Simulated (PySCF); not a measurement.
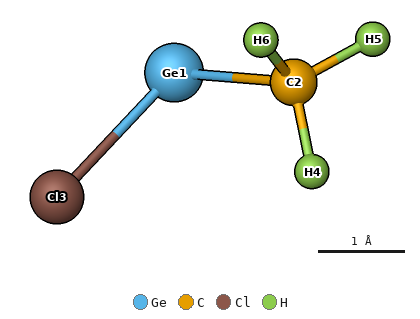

The input geometry (ball-and-stick view, seen at a tilt; atoms are numbered from 1 in the order of the input). Sticks mark near contacts.

Run report: CH$_{3}$ClGe, excited-state calculation

- system: CH$_{3}$ClGe, SMILES [CH3][Ge][Cl]
- method: TDDFT CAM-B3LYP/def2-SVPD, vertical, gas phase, core orbitals frozen in the response (PySCF 2.14.0)

The geometry comes from this level: PBE0-D3(BJ)/def2-SVP.

The program's output
```
coarse grid: 26328 points
cycle   1  E = -2576.7680786555  dE = -6.546e-01  |g| = 4.981e-01  |ddm| = 2.518e+00
cycle   2  E = -2576.7654098372  dE =  2.669e-03  |g| = 5.512e-01  |ddm| = 1.163e+00
cycle   3  E = -2576.8237236700  dE = -5.831e-02  |g| = 1.678e-02  |ddm| = 5.691e-01
cycle   4  E = -2576.8238150115  dE = -9.134e-05  |g| = 1.090e-02  |ddm| = 4.967e-02
cycle   5  E = -2576.8238484228  dE = -3.341e-05  |g| = 2.660e-03  |ddm| = 1.619e-02
cycle   6  E = -2576.8238511588  dE = -2.736e-06  |g| = 7.745e-04  |ddm| = 5.519e-03
final grid: 52112 points
cycle   7  E = -2576.8238202024  dE = -1.868e-07  |g| = 6.067e-04  |ddm| = 2.512e-03
cycle   8  E = -2576.8238202276  dE = -2.520e-08  |g| = 5.719e-04  |ddm| = 1.400e-03
cycle   9  E = -2576.8238203208  dE = -9.329e-08  |g| = 5.878e-05  |ddm| = 6.891e-04
cycle  10  E = -2576.8238203223  dE = -1.433e-09  |g| = 1.746e-05  |ddm| = 1.203e-04
cycle  11  E = -2576.8238203226  dE = -3.533e-10  |g| = 4.525e-06  |ddm| = 1.107e-04
```

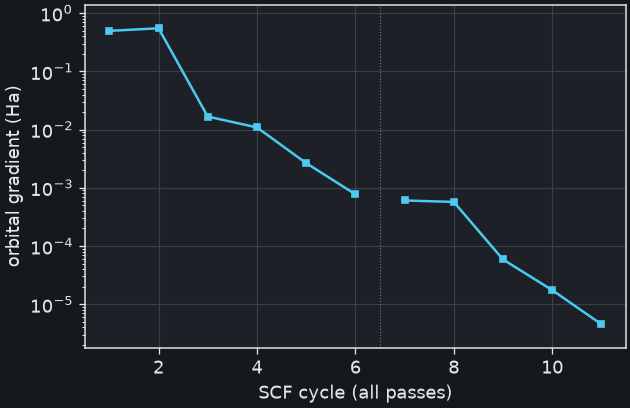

Convergence of the self-consistent field: orbital gradient against the SCF cycle. The dotted line marks the change from a coarse to the final integration grid. The first 6 cycles use a coarse grid, the final grid takes over at cycle 7, and the field converges after 11 cycles in all.

```
converged SCF energy = -2576.8238203226

Static polarisability (au): isotropic 60.785, principal 47.763 61.834 72.758

Singlet excitations
state   eV       nm        f      main configurations
  1   2.9061    426.6   0.01502   H->L 0.99
  2   5.1263    241.9   0.00650   H-1->L 0.99
  3   5.5369    223.9   0.01972   H->L+1 0.57, H-2->L 0.38
  4   5.7827    214.4   0.00213   H-3->L 0.98
  5   5.8384    212.4   0.14707   H-2->L 0.57, H->L+1 0.35
  6   6.6616    186.1   0.01411   H->L+2 0.91

Triplet excitations (Tamm-Dancoff, eV): 1.9048 4.7153
Vertical ionisation energy (delta-SCF) = 9.2211 eV
Vertical electron affinity (delta-SCF) = 0.8533 eV
```

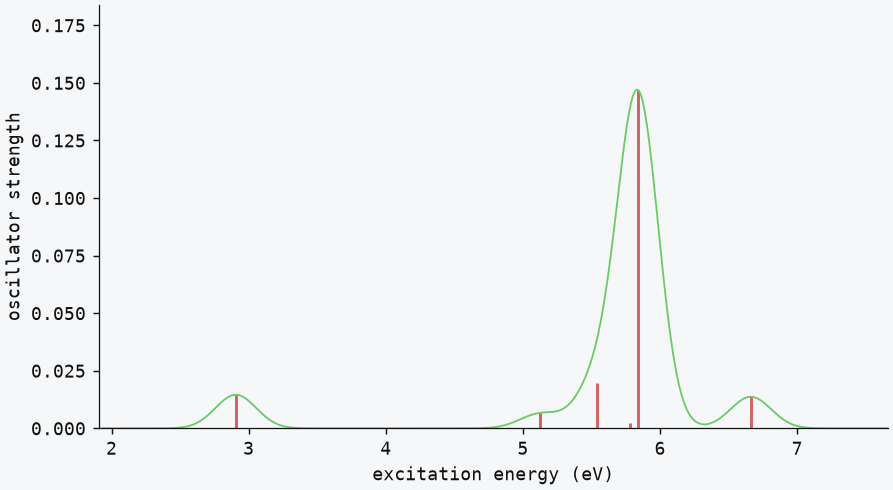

Computed excitations as sticks (degenerate states added up, dark ones marked on the axis), with a Gaussian envelope of 0.35 eV full width at half maximum, scaled to the tallest. Of the 6 states the lowest lies at 2.91 eV (f = 0.015); the strongest line is at 5.84 eV, or 212 nm (f = 0.147).

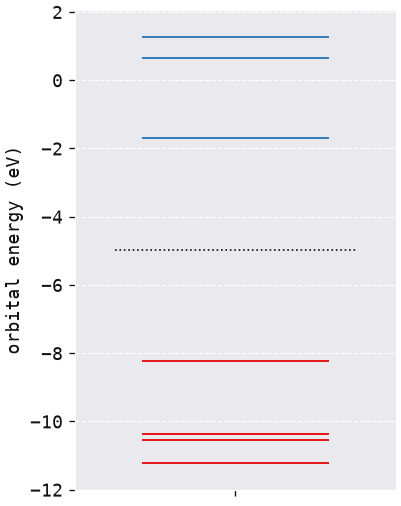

Orbital energies near the frontier; the dotted line parts filled from empty levels, and levels within 0.02 eV of each other stand side by side. Highest filled −8.23 eV, lowest empty −1.70 eV, 6.53 eV apart.

This output came from the following input.

Input file
```
{"job": {"kind": "uv", "xc": "CAM-B3LYP", "basis": "def2-SVPD", "nstates": 6, "ntriplets": 2, "ip": true}, "charge": 0, "multiplicity": 1}
Ge     1.154637     0.229416    -0.972799
C      0.011169    -0.249874     0.578751
Cl    -0.488294     0.939076    -2.265473
H     -0.881506    -0.810160     0.258724
H      0.568288    -0.827505     1.332500
H     -0.343147     0.686958     1.045020
```

The first line tells a small driver script what to run in PySCF; the rest is the geometry in Å.

Launched with:
```bash
OMP_NUM_THREADS=1 python <driver script> task.json out
```

Results in brief

```json
{"quantity": "outcome", "value": "converged"}
{"quantity": "total energy", "value": "−2576.823820 hartree"}
{"quantity": "HOMO", "value": "−8.23 eV"}
{"quantity": "LUMO", "value": "−1.70 eV"}
{"quantity": "dipole moment", "value": "2.44 D"}
{"quantity": "mean polarisability", "value": "60.78 a.u."}
{"quantity": "vertical ionisation energy", "value": "9.22 eV"}
{"quantity": "vertical electron affinity", "value": "0.85 eV"}
{"quantity": "lowest singlet excitation", "value": "2.91 eV"}
{"quantity": "hardware", "value": "1 CPU thread, shared host"}
{"quantity": "wall time", "value": "32 s"}
{"quantity": "peak memory", "value": "0.51 GiB"}
```

Notes

Spin–orbit coupling is left out, which matters for the heavy atoms.
